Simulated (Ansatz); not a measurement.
Input

```
crystal:
  periodic: [false, false, false]
  atoms:
    - {symbol: Hf, position_ang: [-0.650527, -0.144620, -0.043380]}
    - {symbol: F, position_ang: [1.712766, -0.273812, 0.519143]}
    - {symbol: F, position_ang: [-0.249152, -1.826790, -0.814067]}
    - {symbol: F, position_ang: [-2.437248, 0.137356, -0.583112]}
    - {symbol: F, position_ang: [-0.792188, -0.180537, 1.844307]}
    - {symbol: H, position_ang: [1.991027, 0.513102, 0.089111]}
    - {symbol: Cl, position_ang: [0.425320, 1.775302, -1.012001]}
basis:
  gaussian: {orbitals: def2-TZVPP}
hamiltonian: {xc: pbe0, dispersion: d4}
output: {orbitals: {seedname: orbitals}}
```

Launched as:

```sh
ansatz run in.yaml --threads 8 --pin off --events-out ev --progress --plain --max-ram 19148MiB
```

The product side of a reaction path; geometry: PBE0-D4/def2-TZVP; core potentials replace the inner electrons of Hf.

Computed with RKS PBE0-D4/def2-TZVPP (Ansatz 0.2.0).

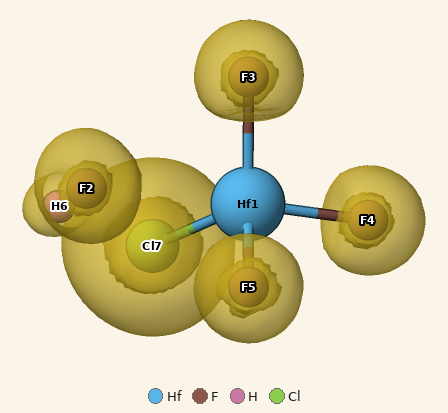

ClF$_{3}$Hf···HF. Isosurface of the ELF at 0.75 (yellow), seen from one side. Core shells and regions of very low density are left out.

### What do the ELF domains correspond to?

The ELF exceeds this value in one region wrapped around Cl (its valence shell), three regions wrapped around F (the valence shell of each) and one joined region spread over several atoms (F, H), in which their bonds and any lone pairs are merged.

Values along the shortest contacts:
Hf1···F2 (2.43 Å): the ELF dips to about 0.05 between them. Hf–F (1.89 Å): the ELF peaks at about 0.85 in the valence shell of F, 0.5 Å from its nucleus, and drops to about 0.20 between the two atoms.
